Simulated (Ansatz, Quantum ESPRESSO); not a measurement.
# Sr2C (Fm-3m): zone-centre phonons, part 2 of 3

Aim: the zone-centre modes of Sr2C (Fm-3m).

Quantum ESPRESSO 7.5; DFT PBE, scalar-relativistic, plane waves, GBRV ultrasoft pseudopotentials.

So far. Step 2 (A first look): No gap opens on this mesh, so smearing is kept; the start stands at -5.2 GPa. Step 4 (Self-consistent run for the response): The cell stands at -0.013 GPa, close enough for phonons. The relaxed cell has a = 6.745 Å (conventional setting).

The structure was built from a prototype and need not be the compound's stable phase.

## 5. Linear response at Γ

At q = 0 one unit cell holds all displacements; symmetry groups them into irreducible representations that are solved one by one. With smeared occupations no response to a homogeneous field can be asked.

ph.in

```
phonons
 &inputph
    prefix='x',
    outdir='./tmp',
    fildyn='g.dyn',
    tr2_ph=1.0d-18,
    alpha_mix(1)=0.4,
    nmix_ph=8,
 /
0.000000000000 0.000000000000 0.000000000000
```

Run with:

```console
$ OMP_NUM_THREADS=1 mpirun -n 2 ph.x -nk 2 -in ph.in > ph.out
```

Output:

```text
[banners, grids, parts of the stress and lines that vanish by symmetry left out]
[banner, memory and clock lines left out]
Program PHONON v.7.5

     ./tmp/x.save/

     IMPORTANT: XC functional enforced from input :
     Exchange-correlation= PBE
                           (   1   4   3   4   0   0   0)
     Any further DFT definition will be discarded
     Please, verify this is what you really want

     G-vector sticks info

     Check: negative core charge=   -0.000001

     negative rho (up, down):  1.316E-01 0.000E+00
     Reading collected, re-writing distributed wavefunctions in ./tmp/

     Number and degeneracy of irreps per q-point
       N         xq(1)         xq(2)         xq(3)   N irreps
       1   0.000000000   0.000000000   0.000000000       3
        3   3   3

     Calculation of q =    0.0000000   0.0000000   0.0000000

     phonons

     bravais-lattice index     =            0
     lattice parameter (alat)  =       9.0123  a.u.
     unit-cell volume          =     517.6047 (a.u.)^3
     number of atoms/cell      =            3
     number of atomic types    =            2
     kinetic-energy cut-off    =      45.0000  Ry
     charge density cut-off    =     270.0000  Ry
     convergence threshold     =      1.0E-18
     beta                      =       0.4000
     number of iterations used =            8
     Exchange-correlation= PBE
                           (   1   4   3   4   0   0   0)

     celldm(1)=    9.01234  celldm(2)=    0.00000  celldm(3)=    0.00000
     celldm(4)=    0.00000  celldm(5)=    0.00000  celldm(6)=    0.00000

     crystal axes: (cart. coord. in units of alat)
               a(1) = ( -0.7071  0.0000  0.7071 )
               a(2) = (  0.0000  0.7071  0.7071 )
               a(3) = ( -0.7071  0.7071  0.0000 )

     reciprocal axes: (cart. coord. in units 2 pi/alat)
               b(1) = ( -0.7071 -0.7071  0.7071 )
               b(2) = (  0.7071  0.7071  0.7071 )
               b(3) = ( -0.7071  0.7071 -0.7071 )

     Atoms inside the unit cell:

     Cartesian axes

     site n.  atom      mass           positions (alat units)
        1  Sr     87.6200   tau(    1) = (   -1.06066    1.06066    1.06066  )
        2  Sr     87.6200   tau(    2) = (   -0.35355    0.35355    0.35355  )
        3  C      12.0110   tau(    3) = (    0.00000    0.00000    0.00000  )

     Computing dynamical matrix for
                    q = (   0.0000000   0.0000000   0.0000000 )

     49 Sym.Ops. (with q -> -q+G )

     G cutoff =  555.4942  (  38781 G-vectors)     FFT grid: ( 48, 48, 48)
     G cutoff =  370.3295  (  21187 G-vectors)  smooth grid: ( 40, 40, 40)

     number of k points=    47  Marzari-Vanderbilt smearing, width (Ry)=  0.0200
                       cart. coord. in units 2pi/alat
        k(    1) = (   0.0000000   0.0000000   0.0000000), wk =   0.0020000
        k(    2) = (  -0.0707107   0.0707107  -0.0707107), wk =   0.0160000
        k(    3) = (  -0.1414214   0.1414214  -0.1414214), wk =   0.0160000
        [... further k-points left out ...]

     PseudoPot. # 1 for Sr read from file:
     ./pseudo/Sr.upf
     Pseudo is Ultrasoft + core correction, Zval = 10.0
     Using radial grid of  883 points,  6 beta functions with:
                l(1) =   0
                l(2) =   0
                l(3) =   1
                l(4) =   1
                l(5) =   2
                l(6) =   2
     Q(r) pseudized with  6 coefficients,  rinner =    1.400   1.400   1.400
                                                       1.400   1.400

     PseudoPot. # 2 for C  read from file:
     ./pseudo/C.upf
     Pseudo is Ultrasoft + core correction, Zval =  4.0
     Using radial grid of  721 points,  4 beta functions with:
                l(1) =   0
                l(2) =   0
                l(3) =   1
                l(4) =   1
     Q(r) pseudized with  8 coefficients,  rinner =    1.100   1.100   1.100

     Mode symmetry, O_h (m-3m)  point group:

     Atomic displacements:
     There are    3 irreducible representations

     Representation     1      3 modes -  To be done

     Representation     2      3 modes -  To be done

     Representation     3      3 modes -  To be done

     Alpha used in Ewald sum =   2.6000

     negative rho (up, down):  1.316E-01 0.000E+00

     Representation #   1 modes #   1   2   3

     Self-consistent Calculation
      iter #   1   av.it.:   6.7
      thresh= 1.000E-02 alpha_mix =  0.400 |ddv_scf|^2 =  4.472E-07
      iter #   2   av.it.:  12.1
      thresh= 6.687E-05 alpha_mix =  0.400 |ddv_scf|^2 =  2.030E-08
      iter #   3   av.it.:  12.3
      thresh= 1.425E-05 alpha_mix =  0.400 |ddv_scf|^2 =  7.961E-10
      iter #   4   av.it.:  12.9
      thresh= 2.822E-06 alpha_mix =  0.400 |ddv_scf|^2 =  7.050E-12
      iter #   5   av.it.:  12.8
      thresh= 2.655E-07 alpha_mix =  0.400 |ddv_scf|^2 =  6.914E-13
      iter #   6   av.it.:  12.9
      thresh= 8.315E-08 alpha_mix =  0.400 |ddv_scf|^2 =  2.608E-14
      iter #   7   av.it.:  13.1
      thresh= 1.615E-08 alpha_mix =  0.400 |ddv_scf|^2 =  2.796E-16
      iter #   8   av.it.:  12.9
      thresh= 1.672E-09 alpha_mix =  0.400 |ddv_scf|^2 =  3.472E-17
      iter #   9   av.it.:  13.3
      thresh= 5.892E-10 alpha_mix =  0.400 |ddv_scf|^2 =  7.451E-19

     End of self-consistent calculation

     Convergence has been achieved

     Representation #   2 modes #   4   5   6

     Self-consistent Calculation
      iter #   1   av.it.:   4.7
      thresh= 1.000E-02 alpha_mix =  0.400 |ddv_scf|^2 =  9.501E-08
      iter #   2   av.it.:  11.8
      thresh= 3.082E-05 alpha_mix =  0.400 |ddv_scf|^2 =  3.848E-09
      iter #   3   av.it.:  12.4
      thresh= 6.203E-06 alpha_mix =  0.400 |ddv_scf|^2 =  3.079E-11
      iter #   4   av.it.:  13.3
      thresh= 5.549E-07 alpha_mix =  0.400 |ddv_scf|^2 =  9.496E-13
      iter #   5   av.it.:  12.8
      thresh= 9.745E-08 alpha_mix =  0.400 |ddv_scf|^2 =  5.682E-14
[...]
End of self-consistent calculation

     Convergence has been achieved

     Representation #   3 modes #   7   8   9

     Self-consistent Calculation
[...]
iter #   4   av.it.:  13.1
      thresh= 2.545E-06 alpha_mix =  0.400 |ddv_scf|^2 =  3.088E-11
      iter #   5   av.it.:  13.3
      thresh= 5.557E-07 alpha_mix =  0.400 |ddv_scf|^2 =  5.732E-13
      iter #   6   av.it.:  13.0
      thresh= 7.571E-08 alpha_mix =  0.400 |ddv_scf|^2 =  6.531E-14
      iter #   7   av.it.:  13.3
      thresh= 2.556E-08 alpha_mix =  0.400 |ddv_scf|^2 =  5.813E-16
      iter #   8   av.it.:  13.2
      thresh= 2.411E-09 alpha_mix =  0.400 |ddv_scf|^2 =  5.836E-18
      iter #   9   av.it.:  12.9
      thresh= 2.416E-10 alpha_mix =  0.400 |ddv_scf|^2 =  1.072E-18
      iter #  10   av.it.:  13.4
      thresh= 1.036E-10 alpha_mix =  0.400 |ddv_scf|^2 =  4.986E-20

     End of self-consistent calculation

     Convergence has been achieved

     Number of q in the star =    1
     List of q in the star:
          1   0.000000000   0.000000000   0.000000000

     Diagonalizing the dynamical matrix

     q = (    0.000000000   0.000000000   0.000000000 )

 **************************************************************************
     freq (    1) =       0.038401 [THz] =       1.280932 [cm-1]
     freq (    2) =       0.038401 [THz] =       1.280932 [cm-1]
     freq (    3) =       0.038401 [THz] =       1.280932 [cm-1]
     freq (    4) =       3.849974 [THz] =     128.421304 [cm-1]
     freq (    5) =       3.849974 [THz] =     128.421304 [cm-1]
     freq (    6) =       3.849974 [THz] =     128.421304 [cm-1]
     freq (    7) =       5.385257 [THz] =     179.632847 [cm-1]
     freq (    8) =       5.385257 [THz] =     179.632847 [cm-1]
     freq (    9) =       5.385257 [THz] =     179.632847 [cm-1]
 **************************************************************************

     Mode symmetry, O_h (m-3m)  point group:

     freq (   1-   3) =          1.3  [cm-1]   --> T_1u G_15  G_4- I
     freq (   4-   6) =        128.4  [cm-1]   --> T_2g G_25' G_5+ R
     freq (   7-   9) =        179.6  [cm-1]   --> T_1u G_15  G_4- I
```

Wall time 4.2 min (2 MPI ranks of Intel Xeon 6975P-C (Granite Rapids), shared host).

Numbers from this step:

```yaml
largest_acoustic_frequency_at_the_zone_centre_before_the_sum_rule: 1.28 cm⁻¹
highest_optical_zone_centre_mode_no_lo_to_term: 179.6 cm⁻¹
lowest_optical_zone_centre_mode: 128.4 cm⁻¹
```

The acoustic modes at Γ come out as far as 1.3 cm⁻¹ from zero, where they should vanish, a small numerical error.

## 6. Modes with the sum rule

A rigid shift of the crystal must cost nothing, but grids and finite bases break this; the acoustic sum rule is imposed before the matrix is diagonalised again.

dynmat.in

```
 &input
    fildyn='g.dyn',
    asr='simple',
    fileig='dynmat.eig',
 /
```

Run with:

```console
$ dynmat.x -in dynmat.in > dynmat.out
```

Output:

```text
[banner, memory and clock lines left out]
Program DYNMAT v.7.5

     Reading Dynamical Matrix from file g.dyn
     ...Force constants read
     ...epsilon and Z* not read (not found on file)
     A direction for q was not specified:TO-LO splitting will be absent

     Polarizability (A^3 units)
     multiply by 1.000000 for Clausius-Mossotti correction
         0.000000    0.000000    0.000000
         0.000000    0.000000    0.000000
         0.000000    0.000000    0.000000

     IR activities are in (D/A)^2/amu units

# mode   [cm-1]    [THz]      IR
    1      0.00    0.0000    0.0000
    2      0.00    0.0000    0.0000
    3      0.00    0.0000    0.0000
    4    128.42    3.8500    0.0000
    5    128.42    3.8500    0.0000
    6    128.42    3.8500    0.0000
    7    179.57    5.3833    0.0000
    8    179.57    5.3833    0.0000
    9    179.57    5.3833    0.0000

[cm-1]
[end of the log left out, with the tail of the file of modes that dynmat.x writes under the same name]
```

Run time: 0.69 s. Hardware: 1 thread.

Unit eigenvectors of the mass-weighted matrix after the sum rule; no LO-TO term. The modes at Γ (shares of kinetic energy by element, %):

```
mode  frequency (cm⁻¹)  symmetry  Sr %  C %
   1               0.0  acoustic    94    6
   2               0.0  acoustic    94    6
   3               0.0  acoustic    94    6
   4             128.4       T2g   100    0
   5             128.4       T2g   100    0
   6             128.4       T2g   100    0
   7             179.6       T1u     6   94
   8             179.6       T1u     6   94
   9             179.6       T1u     6   94
```

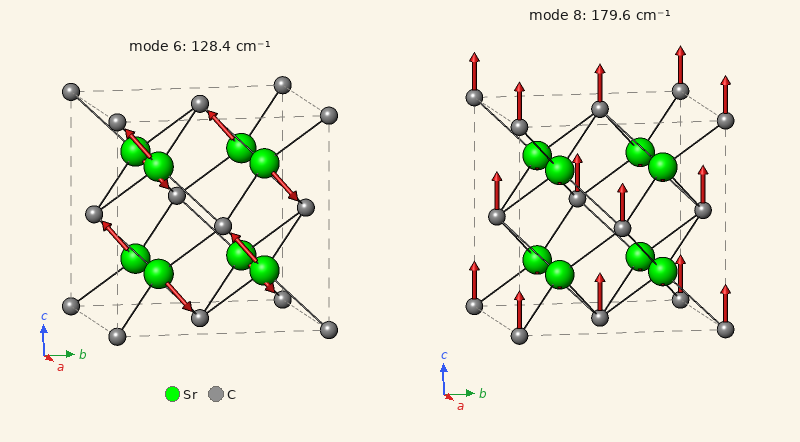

Displacement patterns of modes 6 and 8 at Γ; arrows are exaggerated. Some periodic images of atoms are drawn too.

The rule moves no optical mode by more than 0.1 cm⁻¹.

## 7. Sum rules set otherwise (asr crystal)

The rule can be imposed in more than one way; the choices should agree where the raw error is small.

dynmat.in

```
 &input
    fildyn='g.dyn',
    asr='crystal',
    fileig='dynmat.eig',
 /
```

Run with:

```console
$ dynmat.x -in dynmat.in > dynmat.out
```

Output:

```text
[banner, memory and clock lines left out]
Program DYNMAT v.7.5

     Reading Dynamical Matrix from file g.dyn
     ...Force constants read
     ...epsilon and Z* not read (not found on file)
     Acoustic Sum Rule: || Z*(ASR) - Z*(orig)|| =    0.000000E+00
     Acoustic Sum Rule: ||dyn(ASR) - dyn(orig)||=    2.952378E-05
     A direction for q was not specified:TO-LO splitting will be absent

     Polarizability (A^3 units)
     multiply by 1.000000 for Clausius-Mossotti correction
         0.000000    0.000000    0.000000
         0.000000    0.000000    0.000000
         0.000000    0.000000    0.000000

     IR activities are in (D/A)^2/amu units

# mode   [cm-1]    [THz]      IR
    1     -0.00   -0.0000    0.0000
    2      0.00    0.0000    0.0000
    3      0.00    0.0000    0.0000
    4    128.42    3.8500    0.0000
    5    128.42    3.8500    0.0000
    6    128.42    3.8500    0.0000
    7    179.60    5.3843    0.0000
    8    179.60    5.3843    0.0000
    9    179.60    5.3843    0.0000

[end of the log left out, with the tail of the file of modes that dynmat.x writes under the same name]
```

Run time: 0.68 s. Hardware: 1 thread.

Zone-centre frequencies as printed; negative means imaginary. Modes:

| mode | frequency (cm⁻¹) |
| --- | --- |
| 1 | 0 |
| 2 | 0 |
| 3 | 0 |
| 4 | 128.4 |
| 5 | 128.4 |
| 6 | 128.4 |
| 7 | 179.6 |
| 8 | 179.6 |
| 9 | 179.6 |

Against the first rule no mode moves by more than 0.1 cm⁻¹.

## 8. Sum rules set otherwise: a sum rule for molecules or wires on a crystal

This rule also removes rotations, which suits wires and not a crystal; it is tried to see the harm.

dynmat.in

```
 &input
    fildyn='g.dyn',
    asr='one-dim',
    fileig='dynmat.eig',
 /
```

Run with:

```console
$ dynmat.x -in dynmat.in > dynmat.out
```

Output:

```text
[banner, memory and clock lines left out]
Program DYNMAT v.7.5

     Reading Dynamical Matrix from file g.dyn
     ...Force constants read
     ...epsilon and Z* not read (not found on file)
asr rotation axis in 1D system=    3
     Acoustic Sum Rule: || Z*(ASR) - Z*(orig)|| =    0.000000E+00
     Acoustic Sum Rule: ||dyn(ASR) - dyn(orig)||=    8.505325E-02
     A direction for q was not specified:TO-LO splitting will be absent

     Polarizability (A^3 units)
     multiply by 1.000000 for Clausius-Mossotti correction
         0.000000    0.000000    0.000000
         0.000000    0.000000    0.000000
         0.000000    0.000000    0.000000

     IR activities are in (D/A)^2/amu units

# mode   [cm-1]    [THz]      IR
    1     -0.00   -0.0000    0.0000
    2     -0.00   -0.0000    0.0000
    3      0.00    0.0000    0.0000
    4      0.00    0.0000    0.0000
    5    128.42    3.8500    0.0000
    6    128.42    3.8500    0.0000
    7    179.60    5.3843    0.0000
    8    179.60    5.3843    0.0000
    9    183.90    5.5131    0.0000

[end of the log left out, with the tail of the file of modes that dynmat.x writes under the same name]
```

The job ended after 0.66 s (1 thread).

The program raised no error, yet the settings are not those of a careful run.

The fault: a sum rule for molecules or wires on a crystal; 1 optical mode is projected out to zero frequency, as if it were a rotation.

For a crystal the rule has to be 'simple' or 'crystal'.

Zone-centre frequencies as printed; negative means imaginary. Modes:

```csv
mode,frequency (cm⁻¹)
1,0
2,0
3,0
4,0
5,128.4
6,128.4
7,179.6
8,179.6
9,183.9
```

(Part 2 of 3 ends here.)

[Host names and launcher messages were left out of these logs when they were recorded.]

[Logs are printed without paths, hosts, clocks, repeated set-up lines and the standing remarks that a program may print on its own settings, such as how far it seeks lower states.]

[Hosts, paths, dates, database ids (printed as entryN), source tags and the programs' standing remarks are cut or masked in the printed files.]
